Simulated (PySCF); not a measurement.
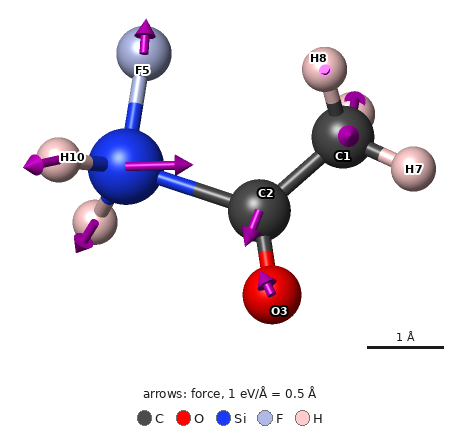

Starting geometry of C2H5FOSi with the computed forces as purple arrows. A ball-and-stick model, seen at a tilt.

The start comes from GFN2-xTB. Its atoms were then displaced at random by about 0.01 Å.

Method: PBE0-D3(BJ)/def2-SVP geometry optimisation, gas phase in PySCF 2.14.0, density-fitted response routines. 

Q: What follows when this structure is relaxed?

A: It isn't relaxed: the largest force vector, on the Si atom, is 1.81 eV/Å. The final displacements have little in common with the starting forces (cosine between the two patterns 0.27). The F atom moves most after the best rigid fit: 0.19 Å. Largest moves by element: F 0.19 Å, O 0.15 Å, H 0.13 Å, C 0.08 Å, Si 0.05 Å. Among the contacts that change: H–Si 1.424 → 1.487 Å, C–H 1.061 → 1.103 Å, C–Si 1.961 → 1.923 Å, F–Si 1.609 → 1.630 Å. Bond angles that change, for instance: H–Si–H 118.5° → 111.5°, C–Si–F 103.9° → 110.1°, O–C–Si 120.7° → 114.6°. After 5 geometry steps the energy has fallen by 19.2 kJ/mol. Cost: 66 s on 1 thread of Intel(R) Xeon(R) Processor @ 2.50GHz (shared host).
